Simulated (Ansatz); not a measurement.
# Work function of Li(111): what the settings cost and change, part 2 of 2

Aim: the work function of Li(111) across levels of theory at one geometry.

Ansatz 0.2.0; plane-wave DFT, PBE, Ansatz PAW (the session's first sound run).

So far, work function, upper face (eV): step 2 (slab, setting PBE, Ansatz PAW (420 eV)) 2.89; step 5 (RPBE) 2.84; step 6 (r2SCAN) 2.86; step 7 (PBE JTH) 2.89; step 8 (PBE norm-conserving) 2.89.

## (9) Slab

This step: plane-wave DFT, LDA, norm-conserving (Ansatz 0.2.0).

File input.yaml:

```yaml
crystal:
  lattice:
    - [4.9356053327, 0.0, 0.0]
    - [2.4678026663, 4.2743596012, 0.0]
    - [0.0, 0.0, 28.0747621974]
  atoms:
    - { symbol: Li, position: [0.6666666667, 0.6666666667, 0.3205726174] }
    - { symbol: Li, position: [0.0, 0.0, 0.3564580939] }
    - { symbol: Li, position: [0.3333333333, 0.3333333333, 0.3923435704] }
    - { symbol: Li, position: [0.6666666667, 0.6666666667, 0.428229047] }
    - { symbol: Li, position: [0.0, 0.0, 0.4641145235] }
    - { symbol: Li, position: [0.3333333333, 0.3333333333, 0.5] }
    - { symbol: Li, position: [0.6666666667, 0.6666666667, 0.5358854765] }
    - { symbol: Li, position: [0.0, 0.0, 0.571770953] }
    - { symbol: Li, position: [0.3333333333, 0.3333333333, 0.6076564296] }
    - { symbol: Li, position: [0.6666666667, 0.6666666667, 0.6435419061] }
    - { symbol: Li, position: [0.0, 0.0, 0.6794273826] }
kpoints:
  mp_grid: { grid: [10, 10, 1] }
hamiltonian:
  xc: lda
  pseudopotentials: { kind: nc }
scf:
  occupations: { method: fermi_dirac, width: 0.1 }
  convergence: { dr2_threshold: 1.0e-09 }
efield:
  axis: 3
  dipole_correction: true
  ramp_position: 0.97
  ramp_width: 0.06
output:
  write_potential: true
  write_density: true
  volumetric_format: npy
```

Run with:

```sh
$ ansatz run input.yaml --threads 2 --pin off --max-ram 3072MiB --backend cpu --events-out ev --progress --plain --runs-dir out
```

Numbers of over 12 decimals in the logs are rounded to 6 here.

Output:

```text
[...]
Crystal: 11 atoms, lattice volume = 592.281 Å³
Basis set: ecut = 1006.821291 eV, 42967 PW (Γ)
Bands: 28, of which v1, the nominal top of the filled ones, is band 17 counted from 1 (16 counted from 0)
Symmetry: 6 space group operations
k-points: 14 of 100 (time reversal used)
[...]
k-point 1: bands = [... 13 lower, -3.3631, -2.3652, -1.3580, -0.3082, 0.1176, 0.2954, 0.6153, 0.8578, ... 7 higher]
  k-point 2: bands = [... 13 lower, -3.1758, -2.1757, -1.1822, -0.8285, -0.3974, -0.2656, -0.0909, 0.3257, ... 7 higher]
  k-point 13: bands = [... 13 lower, -2.4877, -2.4627, -2.0278, -1.9254, -1.7410, -1.2053, -1.1065, -0.7983, ... 7 higher]
[key lines of the parts left out:]
SCF converged after 10 iterations
Free energy (F): -2128.423854 eV
Fermi energy:    -1.423901 eV
Dipole field:    D = -0.000001 V/Å  (p = -0.000002 e·Å, saw-weighted, corrected)
Work function:   Φ+ = 2.9685 eV   Φ− = 2.9685 eV
```

Run time: 2.3 min. Hardware: 2 threads of Arm Neoverse N1, shared host; peak memory 1.7 GiB.

The work function is 2.969 eV, +0.082 eV from the run “PBE, Ansatz PAW (420 eV)”, at 4.5 times its CPU time.

## (10) Slab, setting PBE, all layers relaxed

This step: plane-wave DFT, PBE, Ansatz PAW (Ansatz 0.2.0).

Edit input.yaml of step 9 so:

```diff
@@ -20,4 +20,3 @@
 hamiltonian:
-  xc: lda
-  pseudopotentials: { kind: nc }
+  xc: pbe
 scf:
@@ -30,2 +29,5 @@
   ramp_width: 0.06
+relax:
+  f_tol: 0.01
+  max_steps: 40
 output:
```

Output:

```text
[...]
Crystal: 11 atoms, lattice volume = 592.281 Å³
Basis set: ecut = 420 eV, 11595 PW (Γ), exchange–correlation on 72×72×384 points (8 copies of the dense FFT grid, shifted against one another)
Bands: 28, of which v1, the nominal top of the filled ones, is band 17 counted from 1 (16 counted from 0)
Symmetry: 6 space group operations
[...]
- { symbol: Li, position: [0, 8.377004056948614e-19, 0.468094] }
    - { symbol: Li, position: [0.333333, 0.333333, 0.500000] }
    - { symbol: Li, position: [0.666667, 0.666667, 0.531906] }
    - { symbol: Li, position: [0, 2.360844498883135e-19, 0.572892] }
    - { symbol: Li, position: [0.333333, 0.333333, 0.608654] }
    - { symbol: Li, position: [0.666667, 0.666667, 0.633594] }
    - { symbol: Li, position: [0, -7.447731150538385e-19, 0.675889] }
[key lines of the parts left out:]
SCF converged after 6 iterations
Free energy (F): -2250.254002 eV
Fermi energy:    -1.263686 eV
Dipole field:    D = -0.000000 V/Å  (p = -0.000000 e·Å, saw-weighted, corrected)
Work function:   Φ+ = 2.7804 eV   Φ− = 2.7804 eV
```

Run time: 76 s. Hardware: 2 threads; peak memory 0.65 GiB.

The relaxation took 4 steps and lowered the energy by 0.064 eV; the largest force on the free atoms ends at 0.0052 eV/Å.

The work function is 2.780 eV, -0.106 eV from the run “PBE, Ansatz PAW (420 eV)”, at 2.2 times its CPU time.

## (11) Comparing the runs

Times are for 2 threads of Arm Neoverse N1, shared host. The runs compared:

```
no.                         setting  work function, upper face (eV)     time  memory (GiB)
  1        PBE, Ansatz PAW (420 eV)                           2.887     33 s          0.71
  2        LDA, Ansatz PAW (420 eV)                           2.969     32 s          0.69
  3     PBEsol, Ansatz PAW (420 eV)                           2.908     35 s           0.7
  4       RPBE, Ansatz PAW (420 eV)                           2.844     34 s          0.71
  5     r2SCAN, Ansatz PAW (500 eV)                           2.861     82 s          0.91
  6          PBE, JTH PAW (1170 eV)                           2.887  3.3 min           2.3
  7  PBE, norm-conserving (1034 eV)                           2.886  2.5 min           1.8
  8  LDA, norm-conserving (1007 eV)                           2.969  2.3 min           1.7
  9         PBE, all layers relaxed                           2.780     76 s          0.65
```

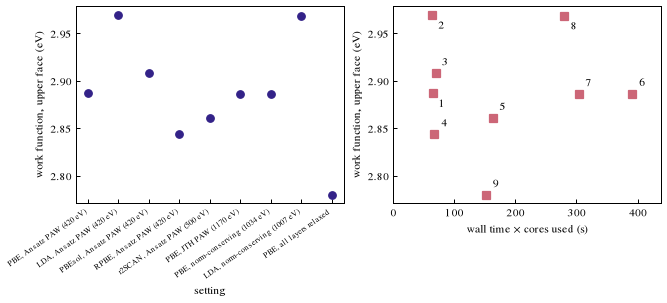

The series as plots; the last panel sets the first result against cost, with the runs numbered as in the table.

## (12) Varying the input

An input spoilt on purpose, to show how the run answers: it repeats the earlier run “PBE, Ansatz PAW (420 eV)” with efield.axis from 3 to 0, and scf.max_iter set to 50; its output block differs too.

Edit input.yaml of step 10 so:

```diff
@@ -24,4 +24,5 @@
   convergence: { dr2_threshold: 1.0e-09 }
+  max_iter: 50
 efield:
-  axis: 3
+  axis: 0
   dipole_correction: true
@@ -29,5 +30,2 @@
   ramp_width: 0.06
-relax:
-  f_tol: 0.01
-  max_steps: 40
 output:
```

Output:

```text
Error: invalid value for `efield.axis`: must be in [1, 3]; got 0
```

It took 0.03 s on 2 threads; peak memory 0.16 GiB.

The program refused the input before any cycle.

The program's message: “Error: invalid value for `efield.axis`: must be in [1, 3]; got 0”

The fault put into the input: an axis of 0, outside the range 1 to 3.

## (13) Outcome

| Property | Result |
| --- | --- |
| work function, PBE, Ansatz PAW (420 eV) | 2.887 eV |
| work function, LDA, Ansatz PAW (420 eV) | 2.969 eV |
| work function, r2SCAN, Ansatz PAW (500 eV) | 2.861 eV |
| work function, PBE, all layers relaxed | 2.780 eV |

PBE on the default files gives 2.89 eV, and the settings tried spread the value from 2.78 to 2.97 eV. At one geometry LDA lies 0.08 eV above PBE. The choice of pseudopotentials moves the PBE value by 0.001 eV. Relaxing the layers changes it by -0.106 eV. The ladder's slabs use the tabulated experimental lattice constant (two decimals; a low-temperature value for the alkali metals).

[Logs are printed without paths, hosts, clocks, repeated set-up lines and the standing remarks that a program may print on its own settings, such as how far it seeks lower states.]

[Hosts, paths, dates, database ids (printed as entryN), source tags and the programs' standing remarks are cut or masked in the printed files.]

[Maps of the electrostatic potential energy from Ansatz leave out the sawtooth potential of an applied field or a dipole correction, so their vacuum need not be flat; planar profiles and work functions include it.]
